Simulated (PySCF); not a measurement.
## A study: C4H4N2O, SMILES `C=C(C#N)C(N)=O`

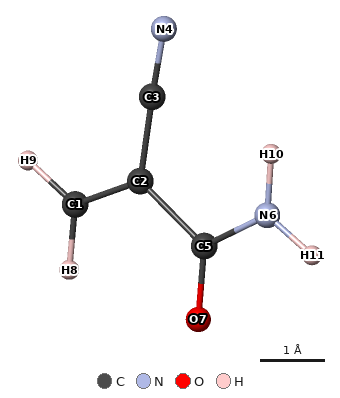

The molecule, with its atoms numbered as below. No frequency check shows the geometry to be a minimum.

Cartesian coordinates (Å):

```
C1      -0.1991   -1.9148    0.0000
C2      -0.2741   -0.5825    0.0000
C3      -1.5094    0.1020    0.0000
N4      -2.4935    0.6919    0.0000
C5       0.9908    0.2407    0.0000
N6       0.7933    1.5758    0.0000
O7       2.0852   -0.2729    0.0000
H8       0.7716   -2.3839    0.0000
H9      -1.0728   -2.5442    0.0000
H10     -0.1257    1.9844    0.0000
H11      1.5973    2.1815    0.0000
```

### 1. Bonding charge

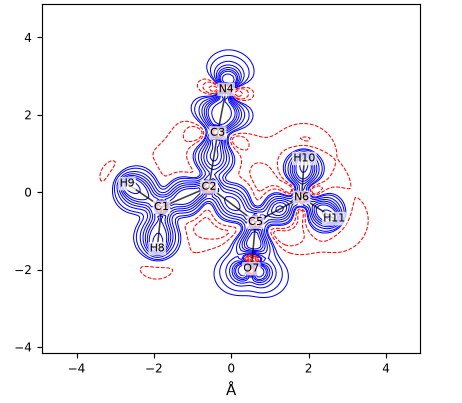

Deformation density (molecule less spherical, spin-averaged free atoms) in the molecular plane; contours at ±0.05 to ±0.8 e/Å³; solid blue lines: gain, dashed red lines: loss.

PySCF calculation, ωB97X/def2-TZVP, gas phase; geometry: GFN2-xTB.

**Describe the bonding that the map shows.**

The five largest and four smallest: C3–N4: +1.05 e/Å³ at the bond critical point (bond length 1.15 Å, Mayer order 3.0). N6–H10: +0.88 e/Å³ at the bond critical point (bond length 1.01 Å, Mayer order 0.9). N6–H11: +0.88 e/Å³ at the bond critical point (bond length 1.01 Å, Mayer order 0.9). C1–H8: +0.82 e/Å³ at the bond critical point (bond length 1.08 Å, Mayer order 0.9). C1–H9: +0.81 e/Å³ at the bond critical point (bond length 1.08 Å, Mayer order 1.0). C5–O7: +0.73 e/Å³ at the bond critical point (bond length 1.21 Å, Mayer order 2.1). C2–C3: +0.58 e/Å³ at the bond critical point (bond length 1.41 Å, Mayer order 0.9). C2–C5: +0.58 e/Å³ at the bond critical point (bond length 1.51 Å, Mayer order 0.9). C5–N6: +0.51 e/Å³ at the bond critical point (bond length 1.35 Å, Mayer order 1.3). In all, 2.9 electrons gather in the regions of gain relative to the promolecule.

**Where do the Hirshfeld charges lie?**

The highest Hirshfeld charge is on C5 (+0.17 e), the lowest on O7 (−0.28 e).

### 2. Bond critical points

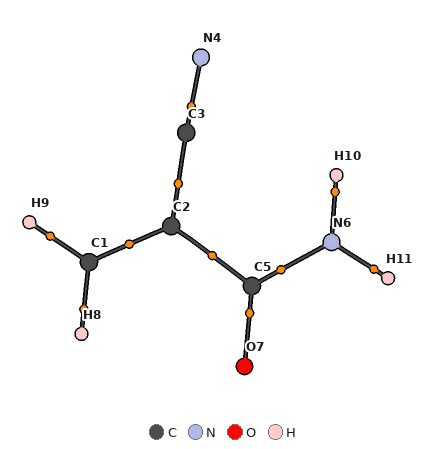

Molecular graph of the electron density (QTAIM): bond paths, bond critical points (orange), ring points (yellow, if any); weak paths are dashed.

**How many critical points of each kind are there, and does the count close?**

11 nuclei, 10 bond, 0 ring and 0 cage critical points: 11 − 10 + 0 − 0 = 1, as the Poincaré–Hopf relation requires.

**What does the calculation give at each kind of bond critical point?**

```json
{"bond": "C3–N4", "length (Å)": "1.147", "ρ (a.u.)": "0.499", "∇²ρ (a.u.)": "−0.13", "ε": "0.01", "H (a.u.)": "−0.985"}
{"bond": "C5–O7", "length (Å)": "1.209", "ρ (a.u.)": "0.429", "∇²ρ (a.u.)": "−0.30", "ε": "0.10", "H (a.u.)": "−0.786"}
{"bond": "C1–C2", "length (Å)": "1.334", "ρ (a.u.)": "0.351", "∇²ρ (a.u.)": "−1.07", "ε": "0.33", "H (a.u.)": "−0.410"}
{"bond": "N6–H10", "length (Å)": "1.006", "ρ (a.u.)": "0.343", "∇²ρ (a.u.)": "−1.86", "ε": "0.04", "H (a.u.)": "−0.516"}
{"bond": "N6–H11", "length (Å)": "1.007", "ρ (a.u.)": "0.342", "∇²ρ (a.u.)": "−1.84", "ε": "0.04", "H (a.u.)": "−0.512"}
{"bond": "C5–N6", "length (Å)": "1.350", "ρ (a.u.)": "0.336", "∇²ρ (a.u.)": "−1.13", "ε": "0.14", "H (a.u.)": "−0.518"}
{"bond": "C2–C3", "length (Å)": "1.412", "ρ (a.u.)": "0.296", "∇²ρ (a.u.)": "−0.89", "ε": "0.05", "H (a.u.)": "−0.319"}
{"bond": "C1–H8", "length (Å)": "1.078", "ρ (a.u.)": "0.293", "∇²ρ (a.u.)": "−1.08", "ε": "0.00", "H (a.u.)": "−0.304"}
{"bond": "C1–H9", "length (Å)": "1.077", "ρ (a.u.)": "0.292", "∇²ρ (a.u.)": "−1.07", "ε": "0.01", "H (a.u.)": "−0.304"}
{"bond": "C2–C5", "length (Å)": "1.509", "ρ (a.u.)": "0.263", "∇²ρ (a.u.)": "−0.71", "ε": "0.09", "H (a.u.)": "−0.237"}
```

**What kind of interaction is C2–C5?**

Shared-shell (covalent): ρ = 0.263, ∇²ρ = −0.71, H = −0.237 a.u.

### 3. Local ionisation energy

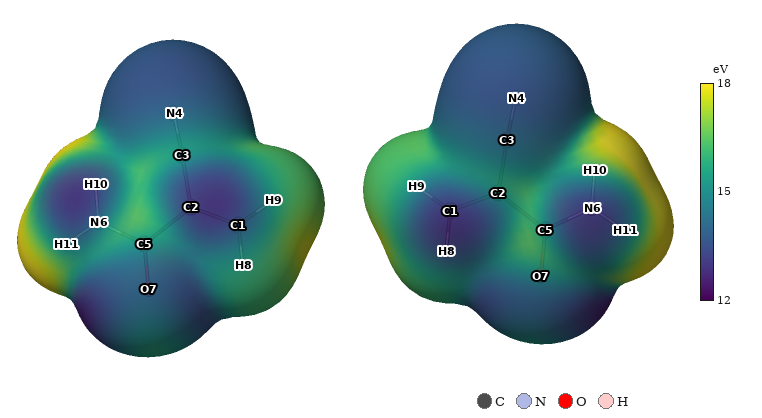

Average local ionisation energy on the surface of electron density 0.001 a.u. (back view left, front view right).

**Locate the minima of the map.**

The lowest value is 12.5 eV, 1.9 Å from O7. Further minima include 12.7 eV, off the molecular plane, over C1 (2.0 Å), and at like points elsewhere; 12.8 eV, off the molecular plane, over N6 (2.0 Å), and at like points elsewhere; 13.4 eV, near O7 (1.84 Å) and H8 (1.99 Å). For comparison, the highest occupied orbital lies at −10.6 eV.

**What volume does the surface enclose, and what is the dipole moment?**

About 121 Å³; the dipole moment is 0.3 D.

### 4. Excited states

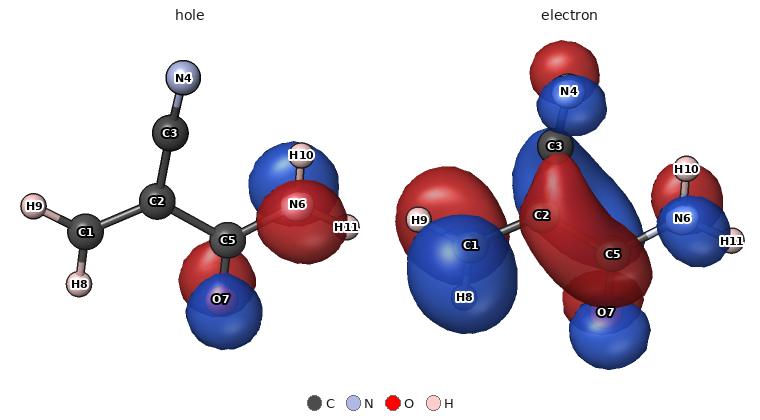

Leading natural transition orbital pair of T₃ (TDA triplet states); the surfaces enclose about 78 % of each orbital's density.

PySCF calculation, B3LYP/def2-SVP, gas phase; geometry: GFN2-xTB. Without diffuse functions Rydberg states are missing, so the states' numbers hold for this basis only.

**Where does the state lie, and where do hole and electron sit?**

4.26 eV (291 nm), spin-forbidden from the singlet ground state; the leading pair carries 99 %; hole on N6 (46 %), O7 (33 %) and C5 (9 %), electron on C1 (31 %), C2 and C5 (16 % each) and O7 (11 %); their centroids lie 1.8 Å apart. In canonical orbitals it is mainly HOMO−1 → LUMO (69 %). The HOMO–LUMO gap is 5.30 eV.

### 5. The π system

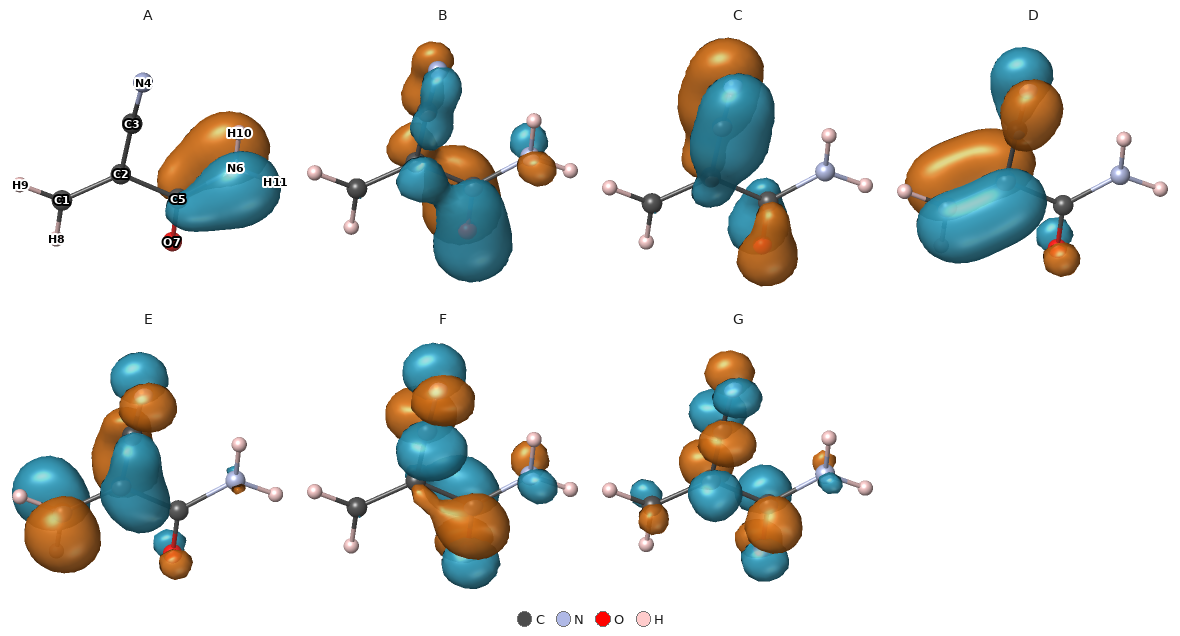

Natural orbitals of the π active space, CASSCF(8,7), singlet state, in order of falling occupation. The active space holds only one of the two perpendicular π systems.

Computed with PySCF, cc-pVDZ basis, geometry: GFN2-xTB.

**What are the natural occupation numbers?**

A 2.00, B 1.95, C 1.95, D 1.90, E 0.10, F 0.06, G 0.04.

**How multiconfigurational is the state?**

The leading determinant weighs 0.90; the effective number of unpaired electrons, Σ n²(2−n)², is 0.11; the most occupied of the weakly occupied orbitals holds 0.10 e, as in an ordinary closed-shell π system. The active space lowers the energy by 2.19 eV against Hartree–Fock.

**Where does the lowest triplet lie relative to the singlet, at this geometry and within this active space?**

3.94 eV above it by strongly contracted NEVPT2 (+3.74 eV by CASSCF); a small basis tends to put such gaps a few tenths of an eV too high. This is a vertical energy for π states alone; a state that uses lone pairs or σ orbitals may lie lower.
